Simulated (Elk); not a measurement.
Band structure of Si2Ni (Fm-3m, 3 atoms in the cell).

```xyz
3
Lattice="0.0000 2.6848 2.6848 2.6848 0.0000 2.6848 2.6848 2.6848 0.0000" Properties=species:S:1:pos:R:3 pbc="T T T"
Si     1.3424     1.3424     1.3424
Si     4.0272     4.0272     4.0272
Ni     0.0000     0.0000     0.0000
```

Level of theory: PBE, all-electron FP-LAPW, Elk's shipped species files, APW+lo basis with extra local orbitals in Elk.

Settings: xctype = 20; rgkmax = 8; stype = 0; swidth = 0.00999582 Ha; ngridk = 9 9 9; gmaxvr = 18 1/bohr; lmaxapw = 10; lmaxo = 8; nxlo = 2; lorbcnd = true; lradstp = 2; nrmtscf = 2; rmtscf = 0.89; lmaxi = 4.

The starting cell comes from a database of computed structures (which also holds hypothetical and non-ambient phases and stackings), without a prior relaxation at this level. Its lattice was rescaled by a random factor within 2.5 % of one. Spin polarisation is off. Values depend on the basis (sphere radii, cutoffs, local orbitals), which need not be converged.

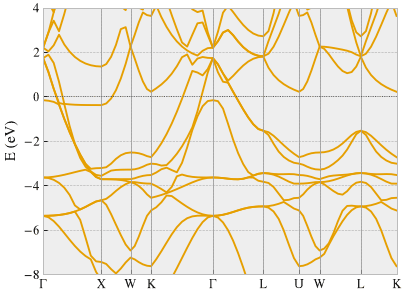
Figure. Bands along the path, energies from the Fermi level.

Levels in eV from the Fermi level, bands 9 to 16:
```csv
point,9,10,11,12,13,14,15,16
Γ,-3.64,-0.17,1.73,1.73,1.73,2.19,2.19,2.19
X,-3.72,-3.72,-3.57,-3.22,-0.39,1.35,7.68,8.45
W,-3.85,-3.72,-3.29,-2.52,2.25,2.25,4.61,5.25
K,-3.92,-3.53,-3.02,-2.73,0.21,3.62,4.70,6.49
L,-3.44,-3.44,-1.54,-1.54,1.79,1.81,1.81,2.71
U,-3.92,-3.53,-3.02,-2.73,0.21,3.62,4.70,6.49
```

Bands cross the Fermi level along this path, so the cell is metallic at this level.
